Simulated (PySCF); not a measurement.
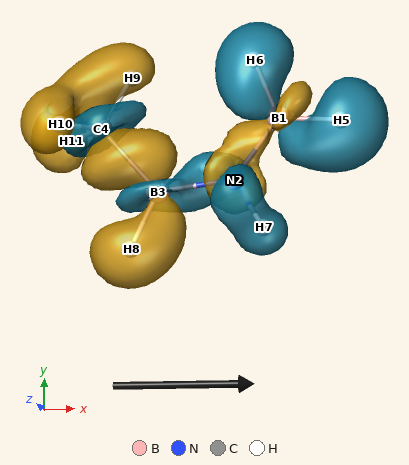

*CH7B2N, charge +1, doublet, SMILES `B[NH+]BC`. Change of the electron density in a uniform field of 0.26 V/Å along +x (arrow), surfaces at ±0.004 e/Å³ (yellow: gain, teal: loss).*

Level of theory: PBE0/def2-SVPD (PySCF), at a geometry from GFN2-xTB. No frequency check shows the geometry to be a minimum. The stability of the open-shell solution wasn't checked. GFN2-xTB doesn't know the spin state, so this open-shell geometry is rough.

The field was applied in both directions; the picture shows the one opposite to the script's first.

Question: What dipole is induced, and what polarisability does it imply?

Answer: The induced dipole is 1.59 D (+1.57 D along the field); α along this axis, from the fields in both directions, is 121 bohr³ (17.9 Å³). The response isn't linear: the two directions induce 1.51 and 1.59 D.
